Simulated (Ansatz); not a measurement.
Bands of a (10,0) arsenic nanotube, along its axis.

Level of theory: PBE (plane waves to 420 eV, PAW; Ansatz, a first-principles code). Mesh 1×1×6. No spin polarisation. It repeats along c; a and b span vacuum. A hypothetical model, rolled from the flat sheet. Only distortions within the start's symmetry and period were free. Values not marked SOC lack spin–orbit coupling.

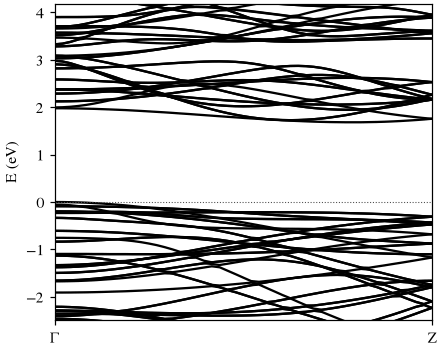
*Bands from the zone centre to the zone edge (period 6.23 Å); the dotted line marks the highest filled level*

Problem. Is it a metal or a semiconductor at this level? Give what the bands show.

Solution. A semiconductor in PBE.
- PBE gap: 1.68 eV, indirect, from Γ to k = 0.396 × 2π/c
